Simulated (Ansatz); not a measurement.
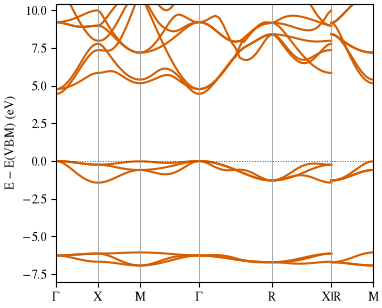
Figure: Band structure from the program Ansatz at the PBEsol level (PAW)

**Question.** Read off the gap and where the band edges lie.

**Answer.** About 4.4 eV (4.45 eV by a search for the band edges); maximum at Γ, minimum at Γ.

The material is CsBr (CsCl type, Pm-3m).

Symmetry was held in the PBEsol relaxation. Scalar-relativistic: spin–orbit coupling is off unless named, which matters more the heavier the elements.

Potentials: the later of the program's two PAW sets.
